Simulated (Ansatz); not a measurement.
# Ruthenium, A15 under BLYP: structure and ground-state energy

The plan for ruthenium in the A15 structure: relax it, then solve it on a dense k-mesh. Spin polarisation is left out. The k-meshes are 6×6×6 for the relaxation; 7×7×7 for the dense run.

Computed with Ansatz 0.2.0 (DFT BLYP, plane waves (420 eV) with PAW, scalar-relativistic; PBE-made PAW files, unless a step says otherwise).

### 1 Starting point

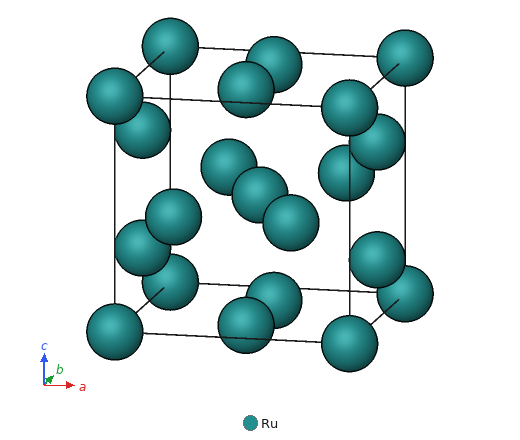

Start, viewed slightly off an axis; ruthenium teal. Any atoms on the faces are drawn again on the opposite ones.

Structure file:

```
CELL_PARAMETERS angstrom
4.76864 0.00000 0.00000
0.00000 4.76864 0.00000
0.00000 0.00000 4.76864
ATOMIC_POSITIONS crystal
Ru 0.00000 0.00000 0.00000
Ru 0.50000 0.50000 0.50000
Ru 0.25000 0.00000 0.50000
Ru 0.75000 0.00000 0.50000
Ru 0.50000 0.25000 0.00000
Ru 0.50000 0.75000 0.00000
Ru 0.00000 0.50000 0.25000
Ru 0.00000 0.50000 0.75000
```

### 2 Relaxation of the cell

The input, input.yaml:

```yaml
crystal:
  lattice:
    - [4.7686371176, 0.0, 0.0]
    - [0.0, 4.7686371176, 0.0]
    - [0.0, 0.0, 4.7686371176]
  atoms:
    - { symbol: Ru, position: [0.0, 0.0, 0.0] }
    - { symbol: Ru, position: [0.5, 0.5, 0.5] }
    - { symbol: Ru, position: [0.25, 0.0, 0.5] }
    - { symbol: Ru, position: [0.75, 0.0, 0.5] }
    - { symbol: Ru, position: [0.5, 0.25, 0.0] }
    - { symbol: Ru, position: [0.5, 0.75, 0.0] }
    - { symbol: Ru, position: [0.0, 0.5, 0.25] }
    - { symbol: Ru, position: [0.0, 0.5, 0.75] }
hamiltonian:
  xc: blyp
  pseudopotentials:
    kind: paw
    azcp:
      Ru: "pseudopotentials/Ru.paw.azcp"
basis:
  ecutwfc: 420
  fft_grid_basis: typed
kpoints:
  mp_grid: { grid: [6, 6, 6], shift: [0, 0, 0] }
magnetization:
  spin_polarized: false
scf:
  occupations: { method: fermi_dirac, width: 0.1 }
relax:
  max_steps: 60
  f_tol: 0.01
  cell: {}
```

Launch:

```sh
$ ansatz run input.yaml --threads 4 --pin off --max-ram 8192MiB --backend cpu --events-out ev --progress --plain --runs-dir out
```

Output:

```text
Warning: RAYON_NUM_THREADS=4 ignored (pool sized by the plan → 4); use --threads N
Engine: ansatz 0.2.0, aarch64-unknown-linux-gnu
Pseudopotentials: kind: paw
Pseudopotential: Ru, paw, valence charge 16, recommended cutoff 420 eV (normal), <dir>
Functional definition: BLYP
  parameter beta = 0.0042
  parameter a = 0.04918
  parameter b = 0.132
  parameter c = 0.2533
  parameter d = 0.349
  exchange = b88_x(beta = beta)
  correlation = lyp_c(a = a, b = b, c = c, d = d)
Crystal: 8 atoms, lattice volume = 108.438 Å³
Basis set: ecut = 420 eV, 2103 PW (Γ), exchange–correlation on 64×64×64 points (8 copies of the dense FFT grid, shifted against one another)
Bands: 77, of which v1, the nominal top of the filled ones, is band 64 counted from 1 (63 counted from 0)
Symmetry: 48 space group operations
Space group: Pm-3n (ITA 223), of the structure as read, at distance tolerance 4.8e-5 Å
k-points: 20 of 216
Non-local potential: Ru, projectors of the file, l = 0: 3, l = 1: 2, l = 2: 2, l = 3: 1
PAW form: soft (Blöchl's): semilocal exchange-correlation on the pseudo side does not see the compensation charge
PAW frozen core: Ru, regenerated for the run's functional, and the local potential with it (the file was generated under x = pbe(κ = 0.804, μ = 0.2195149727645171), c = pbe(β = 0.06672455060314922))
PAW one-centre angular grid: Ru, 590 points (default); XC on 64 Gauss nodes
Initial density: superposition of atomic densities (neutral atoms: chi_scale 0, normalization atom), corrected by the library's trained network
Initial wavefunctions: pseudopotential atomic-orbital guess
Functional: x = b88, c = lyp
SCF iter   1: F=—  HF=-47135.986561 eV  |F-HF|=—  |Δ(HF+E_count)|=         —  Δρ=1.97e-2  dr2=4.11e-1  ethr=1.77e-3  ⟨swp⟩=5.1  Hψ=4770  notcnv=0
preconditioner: auto → Kerker (q_TF=auto, 2.805 Å⁻¹)  [metal: Δε(μ)=0.008 eV  Ē_g=4.797 eV  σ=0.100 eV  W_gap=0.02  n_scr=32 (ndim 8)  ℏωp=28.5 eV  f_vac=0.000  D(μ)=10.01/eV (n_scr^D=122)]
SCF iter   2: F=—  HF=-47135.910544 eV  |F-HF|=—  |Δ(HF+E_count)|=   7.60e-2  Δρ=9.14e-3  dr2=9.11e-2  ethr=3.21e-4  ⟨swp⟩=2.6  Hψ=2490  notcnv=0
SCF iter   3: F=—  HF=-47135.893188 eV  |F-HF|=—  |Δ(HF+E_count)|=   1.74e-2  Δρ=1.92e-3  dr2=2.27e-3  ethr=7.12e-5  ⟨swp⟩=2.0  Hψ=2339  notcnv=0
SCF iter   4: F=—  HF=-47135.893754 eV  |F-HF|=—  |Δ(HF+E_count)|=   5.67e-4  Δρ=2.32e-4  dr2=3.77e-5  ethr=1.78e-6  ⟨swp⟩=2.4  Hψ=2682  notcnv=0
SCF iter   5: F=—  HF=-47135.893931 eV  |F-HF|=—  |Δ(HF+E_count)|=   1.77e-4  Δρ=6.32e-5  dr2=3.36e-6  ethr=2.94e-8  ⟨swp⟩=2.0  Hψ=2272  notcnv=0
SCF iter   6: F=-47135.893932 eV  HF=-47135.893932 eV  |F-HF|=1.18e-8  |Δ(HF+E_count)|=   8.83e-7  Δρ=1.18e-5  dr2=8.84e-8  ethr=7.81e-11  ⟨swp⟩=3.0  Hψ=6270  notcnv=0
SCF 1 converged in 6 iterations: F = -47135.893932 eV  dr2 = 8.84e-8
relax step   1: F+E_penalty+E_count = -47135.89393204 eV  Δ(F+E_penalty+E_count) = +0.000e0 eV  max|allowed force component| = 2.103e-17 eV/Å  Δτ_max = 0.0000 Å  P = +29.632 GPa  Ω = 108.438 Å³  (6 SCF iters, dr2 threshold 1.00e-7 eV, accepted)
Crystal: 8 atoms, lattice volume = 125.083 Å³
Basis set: ecut = 420 eV, 2469 PW (Γ), exchange–correlation on 64×64×64 points (8 copies of the dense FFT grid, shifted against one another)
Initial density: handed on by an earlier stage of this run
Initial wavefunctions: those handed on with the density
iter 1 solved again at ethr=9.79e-5 eV; its pass at ethr=3.10e-3 eV (dr2=1.25e-1 eV) is discarded
SCF iter   1: F=—  HF=-47136.625034 eV  |F-HF|=—  |Δ(HF+E_count)|=         —  Δρ=1.02e-2  dr2=1.25e-1  ethr=9.79e-5  ⟨swp⟩=1.0  Hψ=7416  notcnv=0
preconditioner: auto → Kerker (q_TF=auto, 2.739 Å⁻¹)  [metal: Δε(μ)=0.025 eV  Ē_g=3.963 eV  σ=0.100 eV  W_gap=0.06  n_scr=32 (ndim 8)  ℏωp=26.6 eV  f_vac=0.000  D(μ)=13.45/eV (n_scr^D=178)]
SCF iter   2: F=—  HF=-47136.611097 eV  |F-HF|=—  |Δ(HF+E_count)|=   1.39e-2  Δρ=5.68e-3  dr2=3.32e-2  ethr=9.79e-5  ⟨swp⟩=1.1  Hψ=1542  notcnv=0
SCF iter   3: F=—  HF=-47136.609162 eV  |F-HF|=—  |Δ(HF+E_count)|=   1.94e-3  Δρ=1.01e-3  dr2=9.25e-4  ethr=2.59e-5  ⟨swp⟩=2.1  Hψ=1890  notcnv=0
SCF iter   4: F=—  HF=-47136.609310 eV  |F-HF|=—  |Δ(HF+E_count)|=   1.48e-4  Δρ=1.77e-4  dr2=2.33e-5  ethr=7.23e-7  ⟨swp⟩=2.0  Hψ=1944  notcnv=0
SCF iter   5: F=—  HF=-47136.608777 eV  |F-HF|=—  |Δ(HF+E_count)|=   5.33e-4  Δρ=4.15e-5  dr2=1.15e-6  ethr=1.82e-8  ⟨swp⟩=2.0  Hψ=2185  notcnv=0
SCF iter   6: F=-47136.608777 eV  HF=-47136.608777 eV  |F-HF|=1.93e-8  |Δ(HF+E_count)|=   5.49e-7  Δρ=1.09e-5  dr2=1.28e-7  ethr=6.25e-10  ⟨swp⟩=3.9  Hψ=4397  notcnv=0
SCF 2 converged in 6 iterations: F = -47136.608777 eV  dr2 = 1.28e-7
relax step   2: F+E_penalty+E_count = -47136.60877715 eV  Δ(F+E_penalty+E_count) = -7.148e-1 eV  max|allowed force component| = 2.266e-17 eV/Å  Δτ_max = 0.0000 Å  P = -10.446 GPa  Ω = 125.083 Å³  energy of the carried Pulay correction = -5.057e-3 eV  (6 SCF iters, dr2 threshold 8.00e-7 eV, accepted)
Crystal: 8 atoms, lattice volume = 120.273 Å³
Basis set: ecut = 420 eV, 2373 PW (Γ), exchange–correlation on 64×64×64 points (8 copies of the dense FFT grid, shifted against one another)
iter 1 solved again at ethr=7.75e-6 eV; its pass at ethr=3.10e-3 eV (dr2=9.93e-3 eV) is discarded
SCF iter   1: F=—  HF=-47136.803480 eV  |F-HF|=—  |Δ(HF+E_count)|=         —  Δρ=3.01e-3  dr2=1.01e-2  ethr=7.75e-6  ⟨swp⟩=2.0  Hψ=6086  notcnv=0
preconditioner: auto → Kerker (q_TF=auto, 2.757 Å⁻¹)  [metal: Δε(μ)=0.026 eV  Ē_g=4.210 eV  σ=0.100 eV  W_gap=0.06  n_scr=32 (ndim 8)  ℏωp=27.1 eV  f_vac=0.000  D(μ)=12.19/eV (n_scr^D=170)]
SCF iter   2: F=—  HF=-47136.801884 eV  |F-HF|=—  |Δ(HF+E_count)|=   1.60e-3  Δρ=1.67e-3  dr2=2.72e-3  ethr=7.75e-6  ⟨swp⟩=1.1  Hψ=1544  notcnv=0
SCF iter   3: F=—  HF=-47136.801569 eV  |F-HF|=—  |Δ(HF+E_count)|=   3.15e-4  Δρ=2.91e-4  dr2=5.00e-5  ethr=2.12e-6  ⟨swp⟩=2.0  Hψ=2159  notcnv=0
SCF iter   4: F=—  HF=-47136.801177 eV  |F-HF|=—  |Δ(HF+E_count)|=   3.92e-4  Δρ=4.30e-5  dr2=1.65e-6  ethr=3.91e-8  ⟨swp⟩=2.8  Hψ=2581  notcnv=0
iter 5 did not close the SCF: its close was put off for the readings that it lacked (scf_convergence_deferred on its scf_iter line)
SCF iter   5: F=-47136.801178 eV  HF=-47136.801178 eV  |F-HF|=2.59e-8  |Δ(HF+E_count)|=   8.61e-7  Δρ=8.72e-6  dr2=6.50e-8  ethr=1.29e-9  ⟨swp⟩=2.9  Hψ=3098  notcnv=0
SCF iter   6: F=-47136.801178 eV  HF=-47136.801178 eV  |F-HF|=9.09e-10  |Δ(HF+E_count)|=   4.44e-8  Δρ=2.62e-6  dr2=4.47e-9  ethr=5.08e-11  ⟨swp⟩=1.9  Hψ=4307  notcnv=0
SCF 3 converged in 6 iterations: F = -47136.801178 eV  dr2 = 4.47e-9
relax step   3: F+E_penalty+E_count = -47136.80117758 eV  Δ(F+E_penalty+E_count) = -1.924e-1 eV  max|allowed force component| = 2.530e-17 eV/Å  Δτ_max = 0.0000 Å  P = -1.953 GPa  Ω = 120.273 Å³  energy of the carried Pulay correction = -3.671e-3 eV  (6 SCF iters, dr2 threshold 8.00e-7 eV, accepted)
[... 13 lines left out ...]
relax step   4: F+E_penalty+E_count = -47136.80739374 eV  Δ(F+E_penalty+E_count) = -6.216e-3 eV  max|allowed force component| = 2.233e-17 eV/Å  Δτ_max = 0.0000 Å  P = -0.005 GPa  Ω = 119.310 Å³  energy of the carried Pulay correction = -3.386e-3 eV  (6 SCF iters, dr2 threshold 8.00e-7 eV, accepted)
[... 12 lines left out ...]
relax step   5: F+E_penalty+E_count = -47136.81218365 eV  Δ(F+E_penalty+E_count) = -4.790e-3 eV  max|allowed force component| = 3.441e-17 eV/Å  Δτ_max = 0.0000 Å  P = +0.070 GPa  Ω = 119.310 Å³  stress off target by 7.01e-2 GPa  SCF on the basis re-selected at this cell (its energy is not comparable with the rows above)  (6 SCF iters)
[... 16 lines left out ...]
relax step   6: F+E_penalty+E_count = -47136.81218164 eV  Δ(F+E_penalty+E_count) = +2.005e-6 eV  max|allowed force component| = 3.372e-17 eV/Å  Δτ_max = 0.0000 Å  P = -0.000 GPa  Ω = 119.344 Å³  energy of the carried Pulay correction = -9.502e-6 eV  (7 SCF iters, dr2 threshold 1.23e-8 eV, accepted)
iter 1 solved again at ethr=9.57e-8 eV; its pass at ethr=3.10e-3 eV (dr2=1.22e-4 eV) is discarded
SCF iter   1: F=—  HF=-47136.812157 eV  |F-HF|=—  |Δ(HF+E_count)|=         —  Δρ=1.49e-6  dr2=1.58e-9  ethr=9.57e-8  ⟨swp⟩=3.0  Hψ=9063  notcnv=0
eigensolver tolerance schedule: the retry pair's looser diagonalisation over-reported the residual by 77331.69 of it (diagonalisation noise at an unbounded share of the residual, at the tolerance the schedule requests for it); recorded, not acted on — ethr = c·dr2/N_el stays at c = 1.0e-1
SCF iter   2: F=—  HF=-47136.812182 eV  |F-HF|=—  |Δ(HF+E_count)|=   2.44e-5  Δρ=8.20e-7  dr2=5.10e-10  ethr=1.24e-12  ⟨swp⟩=3.0  Hψ=4234  notcnv=0
SCF iter   3: F=—  HF=-47136.812182 eV  |F-HF|=—  |Δ(HF+E_count)|=  2.91e-11  Δρ=5.13e-7  dr2=1.95e-10  ethr=1.00e-12  ⟨swp⟩=1.0  Hψ=1540  notcnv=0
iter 4 did not close the SCF: its close was put off for the readings that it lacked (scf_convergence_deferred on its scf_iter line)
SCF iter   4: F=-47136.812182 eV  HF=-47136.812182 eV  |F-HF|=7.28e-12  |Δ(HF+E_count)|=  7.28e-12  Δρ=2.79e-7  dr2=5.59e-11  ethr=1.00e-12  ⟨swp⟩=1.0  Hψ=1540  notcnv=0
iter 5 did not close the SCF: its close was put off for the readings that it lacked (scf_convergence_deferred on its scf_iter line)
SCF iter   5: F=-47136.812182 eV  HF=-47136.812182 eV  |F-HF|=7.28e-12  |Δ(HF+E_count)|=  7.28e-12  Δρ=2.34e-7  dr2=3.96e-11  ethr=1.00e-12  ⟨swp⟩=1.0  Hψ=1540  notcnv=0
iter 6 did not close the SCF: its close was put off for the readings that it lacked (scf_convergence_deferred on its scf_iter line)
SCF iter   6: F=-47136.812182 eV  HF=-47136.812182 eV  |F-HF|=0.00e0  |Δ(HF+E_count)|=    0.00e0  Δρ=1.75e-7  dr2=2.16e-11  ethr=1.00e-12  ⟨swp⟩=1.0  Hψ=1540  notcnv=0
iter 7 did not close the SCF: its close was put off for the readings that it lacked (scf_convergence_deferred on its scf_iter line)
SCF iter   7: F=-47136.812182 eV  HF=-47136.812182 eV  |F-HF|=0.00e0  |Δ(HF+E_count)|=  1.46e-11  Δρ=1.12e-7  dr2=8.61e-12  ethr=1.00e-12  ⟨swp⟩=1.0  Hψ=1540  notcnv=0
SCF iter   8: F=-47136.812182 eV  HF=-47136.812182 eV  |F-HF|=2.18e-11  |Δ(HF+E_count)|=  2.18e-11  Δρ=6.81e-8  dr2=3.10e-12  ethr=1.00e-12  ⟨swp⟩=1.9  Hψ=3304  notcnv=0
SCF 7 converged in 8 iterations: F = -47136.812182 eV  dr2 = 3.10e-12
relax step   7: F+E_penalty+E_count = -47136.81218164 eV  Δ(F+E_penalty+E_count) = +0.000e0 eV  max|allowed force component| = 2.815e-17 eV/Å  Δτ_max = 0.0000 Å  P = -0.000 GPa  Ω = 119.344 Å³  stress off target by 1.88e-4 GPa  SCF on the basis re-selected at this cell (its energy is not comparable with the rows above)  (8 SCF iters)
basis re-selected at this cell: Δ(F+E_penalty+E_count) = +0.000e0 eV, ΔP = +0.000 GPa vs the last step (what re-selecting the basis moved, of the pressure what is left beyond the Pulay correction that the steps carried, after the strain that the cell walked since its last selection, with what the two solves' SCF thresholds leave and, on support functions, any second-order correction that the steps lacked; it is no measure of the basis error at this ecutwfc). This SCF's stress stands 1.88e-4 GPa from its target on what of the cell is left free (relax.cell.stress_tol is 5.00e-2 GPa) and its largest allowed force component is 2.82e-17 eV/Å (relax.f_tol is 1.00e-2 eV/Å): within both
SCF converged after 8 iterations
Free energy (F): -47136.812182 eV
Harris-Foulkes:  -47136.812182 eV  (|F-HF|=2.18e-11)
Internal energy: -47136.408257 eV  (E = F + TS)
E sigma→0 (E₀):  -47136.610219 eV
Entropy (-TS):   -0.403925 eV (-50.491 meV/atom)
Fermi energy:    21.564246 eV
--- Per-component energies (eV) ---
  E_band       = -647.158900
  E_kinetic    = 4107.399622
  E_local      = -10965.190591  (includes V_loc(G=0)·N_el)
  E_nonlocal   = 2752.592715
  E_hartree    = 3547.662232
  E_xc         = -1491.687923
  E_vxc        = -1868.991934  (∫ρ·V_xc dr)
  E_paw        = -27826.838443  (= ΣΔE_a)
  E_vpaw       = -1768.291482  (= ΣTr[D̂ρ^β])
  E_aug_tail   = -0.001563  (compensation charges beyond the density's cutoff)
  E_ewald      = -17261.056903
  E_core_change = 0.712598  (= ΣΔE_core)
  E_smearing   = -0.403925  (= −TS)
  E_closure    = 0.000000  (closes the sum)
  Σ components = -47136.812182   (vs F -47136.812182, Δ=0.00e0)
--- Forces (eV/Å), atoms counted from 1 ---
  atom   1  Ru     0.00000000    -0.00000000     0.00000000
  atom   2  Ru    -0.00000000     0.00000000    -0.00000000
  atom   3  Ru    -0.00000000     0.00000000    -0.00000000
  atom   4  Ru     0.00000000    -0.00000000     0.00000000
  atom   5  Ru    -0.00000000     0.00000000    -0.00000000
  atom   6  Ru     0.00000000    -0.00000000     0.00000000
  atom   7  Ru     0.00000000     0.00000000     0.00000000
  atom   8  Ru    -0.00000000    -0.00000000    -0.00000000
  max |Σ_I F_I| component: 1.07e-17 eV/Å
--- Stress (GPa, compression-positive) ---
       -0.000188       0.000000       0.000000
       -0.000000      -0.000188      -0.000000
        0.000000      -0.000000      -0.000188
  P = ⅓ Tr σ = -0.0002 GPa (-0.002 kbar)
--- Relaxed structure (5 steps of the walk, 5 accepted, 2 SCFs on fresh bases) ---
  F+E_penalty+E_count = -47136.81218164 eV   max|allowed force component| = 2.815e-17 eV/Å   (the final SCF, on the basis selected at the relaxed cell)
  cell:  # Å, volume = 119.3442 Å³
    - [4.923422062440354, 2.949080227342955e-34, -7.7037197775489426e-34]
    - [-7.322546142722303e-34, 4.923422062440354, -3.851859888774472e-34]
    - [-7.7037197775489426e-34, -3.851859888774472e-34, 4.923422062440354]
  atoms:
    - { symbol: Ru, position: [8.050929021484939e-34, 8.33253668280668e-35, -5.172009988980984e-35] }
    - { symbol: Ru, position: [0.5, 0.5, 0.5] }
    - { symbol: Ru, position: [0.25, 2.1773977996314957e-34, 0.5] }
    - { symbol: Ru, position: [0.75, 2.137431072721221e-34, 0.5] }
    - { symbol: Ru, position: [0.5, 0.25, 1.9194546476645107e-36] }
    - { symbol: Ru, position: [0.5, 0.75, 1.9194546476645107e-36] }
    - { symbol: Ru, position: [-2.7495530480312232e-34, 0.5, 0.25] }
    - { symbol: Ru, position: [-2.9514901945252454e-34, 0.5, 0.75] }
```

It took 14 s on 4 threads of Arm Neoverse V2, shared host; peak memory 0.56 GiB.

The walk, from the log:

| step | energy change (meV/atom) | largest force (eV/Å) | pressure (GPa) | volume (Å³/atom) |
| --- | --- | --- | --- | --- |
| 1 | 0.00 | 0.0000 | 29.63 | 13.555 |
| 2 | -89.36 | 0.0000 | -10.45 | 15.635 |
| 3 | -113.41 | 0.0000 | -1.95 | 15.034 |
| 4 | -114.18 | 0.0000 | -0.01 | 14.914 |
| 5 | -114.78 | 0.0000 | 0.07 | 14.914 |
| 6 | -114.78 | 0.0000 | 0.00 | 14.918 |
| 7 | -114.78 | 0.0000 | 0.00 | 14.918 |

Steps that repeat a cell are solved on a basis chosen anew, so their changes of energy are no gain of the relaxation.

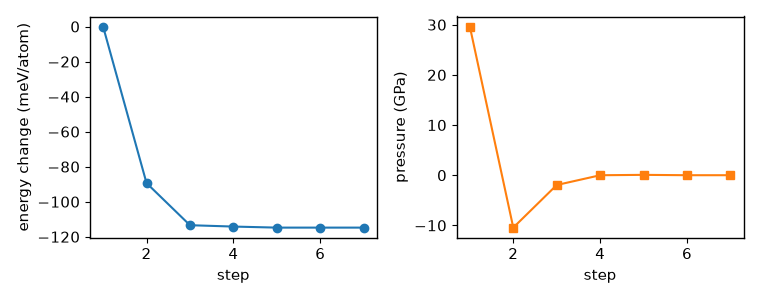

Energy and pressure over the accepted steps.

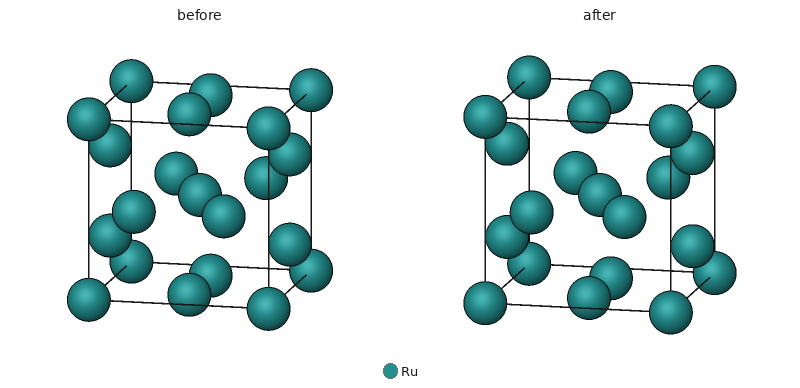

Before and after, at one scale. The cells drawn are those of the first picture.

Changes in the cell that was computed:

|  | before | after | change |
| --- | --- | --- | --- |
| a (Å) | 4.769 | 4.923 | +3.2 % |
| b (Å) | 4.769 | 4.923 | +3.2 % |
| c (Å) | 4.769 | 4.923 | +3.2 % |
| volume (Å³/atom) | 13.555 | 14.918 | +10.1 % |
| shortest distance (Å) | 2.384 | 2.462 | +3.2 % |
| space group (spins left aside) | Pm-3n | Pm-3n | same |

### 3 Dense single point

The input, input.yaml:

```yaml
crystal:
  lattice:
    - [4.9234220624, 0.0, 0.0]
    - [0.0, 4.9234220624, 0.0]
    - [0.0, 0.0, 4.9234220624]
  atoms:
    - { symbol: Ru, position: [0.0, 0.0, 1.0] }
    - { symbol: Ru, position: [0.5, 0.5, 0.5] }
    - { symbol: Ru, position: [0.25, 0.0, 0.5] }
    - { symbol: Ru, position: [0.75, 0.0, 0.5] }
    - { symbol: Ru, position: [0.5, 0.25, 0.0] }
    - { symbol: Ru, position: [0.5, 0.75, 0.0] }
    - { symbol: Ru, position: [1.0, 0.5, 0.25] }
    - { symbol: Ru, position: [1.0, 0.5, 0.75] }
hamiltonian:
  xc: blyp
  pseudopotentials:
    kind: paw
    azcp:
      Ru: "pseudopotentials/Ru.paw.azcp"
basis:
  ecutwfc: 420
  fft_grid_basis: typed
kpoints:
  mp_grid: { grid: [7, 7, 7], shift: [0, 0, 0] }
magnetization:
  spin_polarized: false
scf:
  occupations: { method: fermi_dirac, width: 0.1 }
```

Launch:

```sh
$ ansatz run input.yaml --threads 4 --pin off --max-ram 8192MiB --backend cpu --events-out ev --progress --plain --runs-dir out
```

Output (excerpt; [...] marks lines left out):

```text
Warning: RAYON_NUM_THREADS=4 ignored (pool sized by the plan → 4); use --threads N
[...]
Pseudopotentials: kind: paw
Pseudopotential: Ru, paw, valence charge 16, recommended cutoff 420 eV (normal), <dir>
Functional definition: BLYP
[...]
Crystal: 8 atoms, lattice volume = 119.344 Å³
Basis set: ecut = 420 eV, 2325 PW (Γ), exchange–correlation on 72×72×72 points (8 copies of the dense FFT grid, shifted against one another)
Bands: 77, of which v1, the nominal top of the filled ones, is band 64 counted from 1 (63 counted from 0)
Symmetry: 48 space group operations
Space group: Pm-3n (ITA 223), of the structure as read, at distance tolerance 4.9e-5 Å
k-points: 20 of 343
[...]
SCF iter   1: F=—  HF=-47136.974431 eV  |F-HF|=—  |Δ(HF+E_count)|=         —  Δρ=1.96e-2  dr2=4.78e-1  ethr=1.77e-3  ⟨swp⟩=5.0  Hψ=4563  notcnv=0
[...]
SCF iter   7: F=-47136.881757 eV  HF=-47136.881757 eV  |F-HF|=3.64e-9  |Δ(HF+E_count)|=   1.40e-8  Δρ=2.90e-6  dr2=7.37e-9  ethr=7.81e-11  ⟨swp⟩=2.0  Hψ=2916  notcnv=0
[...]
SCF converged after 7 iterations
Free energy (F): -47136.881757 eV
[...]
E sigma→0 (E₀):  -47136.685669 eV
Entropy (-TS):   -0.392175 eV (-49.022 meV/atom)
Fermi energy:    21.564580 eV
[...]
```

Run time: 2 s. Hardware: 4 threads of Arm Neoverse V2, shared host; peak memory 0.54 GiB.

### 4 Results

```
                      quantity                         value
space group (spins left aside)               Pm-3n (No. 223)
             conventional cell                   a = 4.923 Å
                        volume                14.918 Å³/atom
             shortest distance                       2.462 Å
               gap on the mesh  none (levels filled in part)
               relative to hcp                 +354 meV/atom
```

**Reading.** From the guessed start the volume grew by 10.1 % in 7 steps. It lies 354 meV/atom above the element's reference form at the same level (hcp, from a run of its own). Levels at the Fermi energy are filled in part, as in a metal. Relaxation kept the symmetry; phonons were not checked.
